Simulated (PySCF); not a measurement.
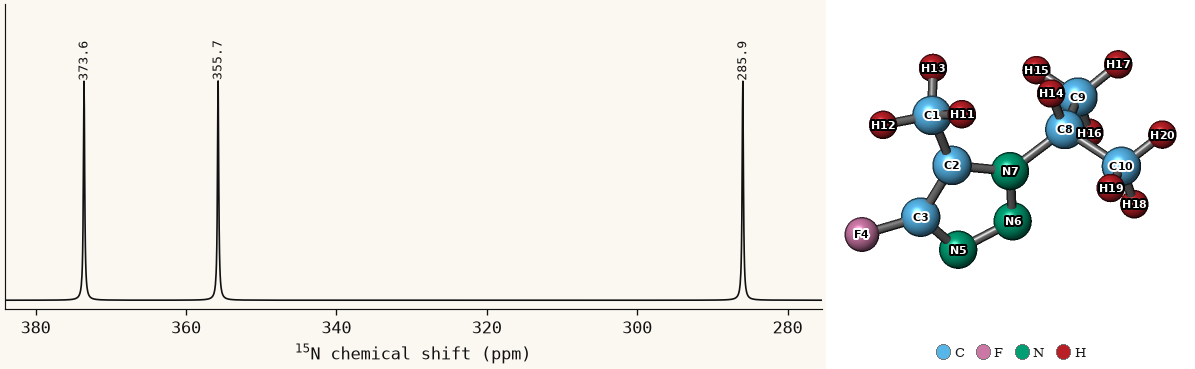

Spectrum and numbered structure of C₆H₁₀FN₃, SMILES Cc1c(F)nnn1C(C)C. GIAO shifts, PBE0/pcSseg-1 (IEF-PCM benzene), PySCF, at a PBE0-D3(BJ)/def2-SVP geometry (no frequency check), against NH₃ for ¹⁵N computed at the same level (¹⁵N: a single molecule, while the usual scales start at liquid NH₃ or nitromethane; multiply bonded nitrogen can come out tens of ppm too deshielded). fully decoupled, line heights follow the number of nuclei, widths are arbitrary (no quadrupolar broadening); values of one conformer, averaged over nuclei that symmetry, rotation about single bonds or inversion at nitrogen exchange, these motions taken as fast; other conformers aren't averaged in.

Question: Which atoms give which ¹⁵N line?

Answer:
```
δ (ppm)  nuclei  atoms
  373.6       1     N6
  355.7       1     N5
  285.9       1     N7
```
